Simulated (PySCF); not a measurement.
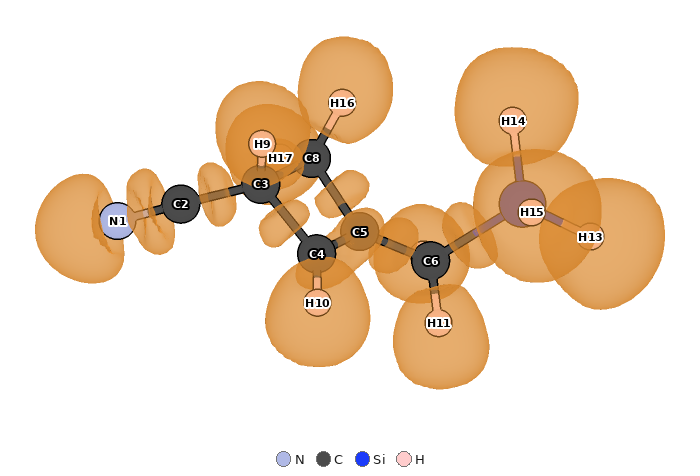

Figure 1: C6H9NSi (SMILES N#C[C@H]1C=C(C[SiH3])C1). Isosurface of the electron localisation function at 0.8 (orange), seen at a tilt. Only the valence region is drawn (cores and ρ < 0.01 e/Å³ removed).

Geometry: GFN2-xTB.

Theory: PBE0/def2-SVPD, SCF density, gas phase (PySCF 2.14.0).

```xyz
17

N    -4.1023    0.9257    0.0596
C    -3.1458    0.3757    0.3637
C    -1.9312   -0.2983    0.7190
C    -1.0470   -0.6875   -0.4499
C    -0.0488    0.1238   -0.0942
C     1.3008    0.4225   -0.5999
Si    2.6407   -0.5195    0.3942
C    -0.7584    0.6437    1.1324
H    -2.1493   -1.0988    1.4317
H    -1.2257   -1.3678   -1.2609
H     1.3678    0.1433   -1.6521
H     1.4903    1.4943   -0.5236
H     3.9473   -0.1835   -0.1697
H     2.5774   -0.1022    1.7959
H     2.3796   -1.9545    0.2906
H    -0.2978    0.3900    2.0858
H    -1.0045    1.7050    1.1172
```

**Where are the electrons localised?**

The ELF exceeds this value in six regions between bonded C–C atoms (shared pairs), one region between bonded C–N atoms (shared pairs), one region between bonded C–Si atoms (shared pairs), nine regions around hydrogen nuclei and one lobe on N, pointing away from the bonds (lone pairs). Along the contacts the grid gives the following. C–N (1.14 Å): the ELF peaks at about 0.85 between the atoms (a short, multiple covalent bond). C–C (1.33 Å): the ELF peaks at about 0.90 between the atoms; a short, multiple covalent bond.
